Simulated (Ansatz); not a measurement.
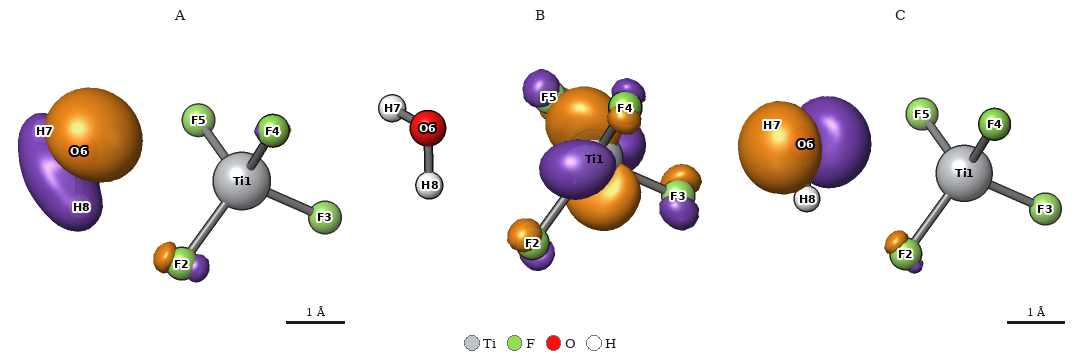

The picture shows: F$_{4}$Ti···H$_{2}$O. Three frontier orbitals at ±0.2 Å⁻³ᐟ² (orange and purple are the two phases), in no order.

Not at a stationary point (largest force 1.0 eV/Å).

All numbers below come from Ansatz, RKS PBE0-D4/def2-mTZVP.

The calculation's input:

```
crystal:
  periodic: [false, false, false]
  atoms:
    - { symbol: Ti, position_ang: [0.0, 0.0, 0.0] }
    - { symbol: F, position_ang: [0.0, 0.0, 2.18] }
    - { symbol: F, position_ang: [1.7257, 0.0, -0.6094] }
    - { symbol: F, position_ang: [-0.8619, 1.4933, -0.6094] }
    - { symbol: F, position_ang: [-0.8619, -1.4933, -0.6094] }
    - { symbol: O, position_ang: [-2.1067, 0.0, 0.7] }
    - { symbol: H, position_ang: [-2.6519, -0.6297, 0.1286] }
    - { symbol: H, position_ang: [-1.2576, 0.0, 1.8464] }
basis:
  gaussian: { orbitals: def2-mTZVP }
hamiltonian:
  xc: pbe0
  dispersion: d4
relax:
  f_tol: 0.15
  max_steps: 25
  restrain:
    - { distance: [0, 5], at: 3.12, k: 30.0 }
    - { distance: [7, 1], at: 2.12, k: 30.0 }
    - { distance: [0, 1], at: 1.83, k: 30.0 }
    - { distance: [7, 5], at: 1.01, k: 30.0 }
output:
  orbitals: {}
```

Command:

```sh
ansatz run input.yaml --threads 4 --pin off --max-ram 5120MiB --backend cpu --events-out ev --progress --plain --runs-dir out
```

The fields are those of the run's last geometry, not of the input's.

> Which picture is the HOMO−1, the HOMO and the LUMO?

A is the HOMO−1 (−11.56 eV). Its weight (Hirshfeld) is mainly on O6 (about 80 %), H8 (about 10 %) and H7 (about 10 %); largely a lone pair of O6. C is the HOMO (−9.49 eV). It lies mainly on O6 (about 85 %); largely a lone pair of O6. B is the LUMO (−3.35 eV). Its weight (Hirshfeld) is mainly on Ti1 (about 80 %).

> What is the HOMO–LUMO gap?

6.14 eV between the orbital energies.
